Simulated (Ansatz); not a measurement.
# C2H5ClSi (SMILES ClC1C[SiH2]1): levels of theory compared

Wanted: a comparison of 6 runs (B3LYP/6-31G*, B3LYP/def2-SVP, CAM-B3LYP/def2-SVP, HSE06/def2-SVP, wB97X/def2-SVP, CCSD(T)/def2-SVP) of C2H5ClSi. 

The results are computed with Ansatz 0.2.0.

84 further runs of the same task are left out: 84 set aside as unsound or not needed.

## (1) The system as given

C2H5ClSi has 9 atoms, charge 0, and is taken as a singlet. As SMILES, `ClC1C[SiH2]1`. The C2–H5 distance was set to 1.410 Å, away from the relaxed value.

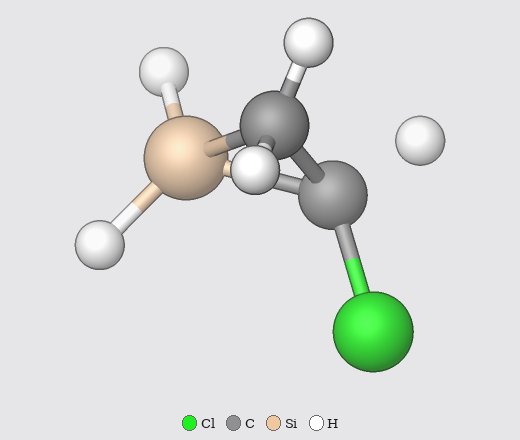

The structure, seen from a chosen angle (chlorine green, carbon grey, silicon light orange, hydrogen white).

## (2) A single-point energy at B3LYP/6-31G(d) (Cartesian functions) (run 1)

Contents of input.yaml:

```yaml
crystal:
  periodic: [false, false, false]
  atoms:
    - {symbol: Cl, position_ang: [-0.473113, -0.711503, -2.246921]}
    - {symbol: C, position_ang: [-0.305513, 0.078597, -0.682521]}
    - {symbol: C, position_ang: [1.067487, 0.010197, -0.006921]}
    - {symbol: Si, position_ang: [-0.280413, -0.870003, 0.911279]}
    - {symbol: H, position_ang: [-0.899600, 1.356600, -0.714500]}
    - {symbol: H, position_ang: [1.796387, -0.617203, -0.510821]}
    - {symbol: H, position_ang: [1.482787, 0.953997, 0.331479]}
    - {symbol: H, position_ang: [-0.315713, -2.343003, 0.846079]}
    - {symbol: H, position_ang: [-0.886813, -0.263103, 2.114679]}
basis:
  gaussian:
    orbitals: "6-31G*"
hamiltonian:
  xc: {name: B3LYP}
accuracy: high
output: {orbitals: {seedname: orbitals}}
```

On the command line:

```console
$ ansatz run input.yaml --threads 1 --pin off --max-ram 3480MiB --events-out events.jsonl --progress --plain --runs-dir runs
```

Log:

```text
Warning: RAYON_NUM_THREADS=1 ignored (pool sized by the plan → 1); use --threads N
Functional definition: B3LYP
  name "B3LYP"
  parameter a0 = 0.2
  parameter ax = 0.72
  parameter ac = 0.81
  exchange = (1 - a0 - ax)*slater_x + ax*b88_x + a0*exact_x
  correlation = (1 - ac)*vwn_rpa_c + ac*lyp_c
1792 factors; integrals over basis functions are off by at most 4.1e-9 eV
mean field evaluation 1: about -22548.1223 eV, gradient 4.6e1 eV
mean field evaluation 2: about -22539.5465 eV, gradient 7.0e1 eV
mean field evaluation 4: about -22553.2909 eV, gradient 4.3e0 eV
mean field evaluation 8: about -22553.4515 eV, gradient 1.8e-1 eV
mean field evaluation 16: about -22553.4516 eV, gradient 2.3e-5 eV
mean field -22553.45158288 eV, -828.8240583924 hartree, gradient 6.2e-8 eV, S^2 0.000000; 0 other end points of the search recorded, 0 dependent functions left out
reference -22553.45162289 eV, -828.8240598625 hartree; 24, 24 occupied and 54, 54 virtual orbitals, 1792 factors
Total energy: -22553.45162289 eV, -828.8240598625 hartree
```

Wall time 6.3 s (1 thread of Intel Xeon Platinum 8488C (Sapphire Rapids), shared host); peak memory 0.28 GiB.

## (3) The energy at B3LYP/def2-SVP (run 2)

Contents of job.yaml:

```yaml
crystal:
  periodic: [false, false, false]
  atoms:
    - {symbol: Cl, position_ang: [-0.473113, -0.711503, -2.246921]}
    - {symbol: C, position_ang: [-0.305513, 0.078597, -0.682521]}
    - {symbol: C, position_ang: [1.067487, 0.010197, -0.006921]}
    - {symbol: Si, position_ang: [-0.280413, -0.870003, 0.911279]}
    - {symbol: H, position_ang: [-0.899600, 1.356600, -0.714500]}
    - {symbol: H, position_ang: [1.796387, -0.617203, -0.510821]}
    - {symbol: H, position_ang: [1.482787, 0.953997, 0.331479]}
    - {symbol: H, position_ang: [-0.315713, -2.343003, 0.846079]}
    - {symbol: H, position_ang: [-0.886813, -0.263103, 2.114679]}
basis:
  gaussian:
    orbitals: def2-SVP
hamiltonian:
  xc: {name: B3LYP}
accuracy: high
output: {orbitals: {seedname: orbitals}}
```

On the command line:

```console
$ ansatz run job.yaml --threads 1 --pin off --max-ram 3480MiB --events-out events.jsonl --progress --plain --runs-dir runs
```

Log, shortened:

```text
Warning: RAYON_NUM_THREADS=1 ignored (pool sized by the plan → 1); use --threads N
[... 7 set-up lines as earlier in the session ...]
2020 factors; integrals over basis functions are off by at most 3.7e-9 eV
mean field evaluation 1: about -22539.9099 eV, gradient 5.0e1 eV
mean field evaluation 2: about -22528.6095 eV, gradient 7.8e1 eV
mean field evaluation 4: about -22546.1950 eV, gradient 5.3e0 eV
mean field evaluation 8: about -22546.4095 eV, gradient 1.9e-1 eV
mean field evaluation 16: about -22546.4096 eV, gradient 2.8e-5 eV
mean field -22546.40964232 eV, -828.5652718497 hartree, gradient 8.7e-8 eV, S^2 0.000000; 0 other end points of the search recorded, 0 dependent functions left out
reference -22546.40968233 eV, -828.5652733203 hartree; 24, 24 occupied and 65, 65 virtual orbitals, 2020 factors
Total energy: -22546.40968233 eV, -828.5652733203 hartree
```

Wall time 6.3 s (1 thread of Intel Xeon Platinum 8488C (Sapphire Rapids), shared host); peak memory 0.32 GiB.

## (4) The energy at CAM-B3LYP/def2-SVP (run 3)

Contents of molecule.yaml:

```yaml
crystal:
  periodic: [false, false, false]
  atoms:
    - symbol: Cl
      position_ang: [-0.473113, -0.711503, -2.246921]
    - symbol: C
      position_ang: [-0.305513, 0.078597, -0.682521]
    - symbol: C
      position_ang: [1.067487, 0.010197, -0.006921]
    - symbol: Si
      position_ang: [-0.280413, -0.870003, 0.911279]
    - symbol: H
      position_ang: [-0.899600, 1.356600, -0.714500]
    - symbol: H
      position_ang: [1.796387, -0.617203, -0.510821]
    - symbol: H
      position_ang: [1.482787, 0.953997, 0.331479]
    - symbol: H
      position_ang: [-0.315713, -2.343003, 0.846079]
    - symbol: H
      position_ang: [-0.886813, -0.263103, 2.114679]
basis:
  gaussian:
    orbitals: def2-SVP
accuracy: high
output: {orbitals: {seedname: orbitals}}
hamiltonian:
  xc: {name: CAM-B3LYP}
```

On the command line:

```console
$ ansatz run molecule.yaml --threads 1 --pin off --max-ram 3480MiB --events-out events.jsonl --progress --plain --runs-dir runs
```

Log:

```text
Warning: RAYON_NUM_THREADS=1 ignored (pool sized by the plan → 1); use --threads N
Functional definition: CAM-B3LYP
  name "CAM-B3LYP"
  parameter alpha = 0.19
  parameter beta = 0.46
  parameter omega = 0.33/bohr
[... 1 set-up line as earlier in the session ...]
  exchange = (1 - alpha - beta)*b88_x + beta*b88_x_sr(omega) + alpha*exact_x + beta*exact_x_lr(omega)
  correlation = (1 - ac)*vwn5_c + ac*lyp_c
2020 factors; integrals over basis functions are off by at most 3.7e-9 eV
419 factors; integrals over basis functions are off by at most 2.4e-9 eV
mean field evaluation 1: about -22540.8551 eV, gradient 3.7e1 eV
mean field evaluation 2: about -22539.9869 eV, gradient 4.1e1 eV
mean field evaluation 4: about -22544.3441 eV, gradient 2.1e0 eV
mean field evaluation 8: about -22544.4970 eV, gradient 1.1e-1 eV
mean field evaluation 16: about -22544.4971 eV, gradient 3.3e-5 eV
mean field -22544.49708981 eV, -828.4949868417 hartree, gradient 7.4e-8 eV, S^2 0.000000; 0 other end points of the search recorded, 0 dependent functions left out
reference -22544.49710923 eV, -828.4949875554 hartree; 24, 24 occupied and 65, 65 virtual orbitals, 2020 factors
Total energy: -22544.49710923 eV, -828.4949875554 hartree
```

Wall time 6.6 s (1 thread of Intel Xeon Platinum 8488C (Sapphire Rapids), shared host); peak memory 0.36 GiB.

Runs 4 to 5 aren't shown in full; the table further down has their settings and results.

## (5) A single-point energy at CCSD(T)/def2-SVP (run 6)

job.yaml, as its differences from that of step 3:

```diff
@@ -15,5 +15,7 @@
     orbitals: def2-SVP
-hamiltonian:
-  xc: {name: B3LYP}
+correlation:
+  method: ccsd_t
+  frozen_orbitals: {C: 1, Cl: 5, H: 0, Si: 5}
 accuracy: high
-output: {orbitals: {seedname: orbitals}}
+scf:
+  omitted_lower_state_checks: [cluster_reference, increment]
```

On the command line:

```console
$ ansatz run job.yaml --threads 1 --pin off --max-ram 3480MiB --events-out events.jsonl --progress --plain --runs-dir runs
```

Log, shortened:

```text
Warning: RAYON_NUM_THREADS=1 ignored (pool sized by the plan → 1); use --threads N
Functional definition: HF
  name "HF"
[...]
2020 factors; integrals over basis functions are off by at most 3.7e-9 eV
[...]
mean field -22495.20213825 eV, -826.6834307849 hartree, gradient 1.7e-8 eV, S^2 0.000000; 0 other end points of the search recorded, 0 dependent functions left out
12 core orbitals not correlated: weight in the atoms' cores, before any rotation towards them, 1.000 or more for the frozen orbitals, at most 0.000 for the correlated occupied ones
reference -22495.20213825 eV, -826.6834307849 hartree; 12, 12 occupied and 65, 65 virtual orbitals, 2020 factors
second order -14.05242582 eV of doubles, -0.00000000 eV of singles
cycle   1  -14.86780516 eV  change   -8.2e-1 eV  update   9.0e-2
[...]
cycle  21  -15.39734290 eV  change   -1.2e-9 eV  update   2.7e-9
perturbative correction -0.50146112 eV, -0.0184283561 hartree
Total energy: -22511.10094226 eV, -827.2677010558 hartree
Checks for a lower state left out: cluster_reference, increment
```

Run time: 16 s. Hardware: 1 thread of Intel Xeon Platinum 8488C (Sapphire Rapids), shared host; peak memory 0.51 GiB.

## (6) All runs side by side

```
run                               level  Cartesian functions  frozen core orbitals  energy (Eh)  HOMO energy (eV)  LUMO energy (eV)  HOMO–LUMO gap (eV)  wall time
  1  B3LYP/6-31G* (Cartesian functions)                  yes                     –  -828.824060             -6.65             -0.24                6.42      6.3 s
  2                      B3LYP/def2-SVP                   no                     –  -828.565273             -6.64             -0.14                6.50      6.3 s
  3                  CAM-B3LYP/def2-SVP                   no                     –  -828.494988             -8.15              1.18                9.33      6.6 s
  4                      HSE06/def2-SVP                   no                     –  -828.144103             -6.51             -0.33                6.17        6 s
  5                      wB97X/def2-SVP                   no                     –  -828.505980             -9.20              2.15               11.36       20 s
  6                    CCSD(T)/def2-SVP                   no                    12  -827.267701                 –                 –                   –       16 s
```

## (7) Outcome

| quantity | value |
| --- | --- |
| run 6: total energy | -827.26770 Eh |
| run 6: correlation energy (12 core orbitals frozen) | -584.3 mEh |
| run 6: (T) correction | -18.43 mEh |
| run 6: T1 diagnostic | 0.011 |

**Reading.** Over runs 1, 2, 3, 4, 5 the HOMO–LUMO gap runs from 6.17 eV (HSE06/def2-SVP) to 11.36 eV (wB97X/def2-SVP). Totals of different functionals can't be ranked against each other. All runs together took 60 s, the longest 20 s.
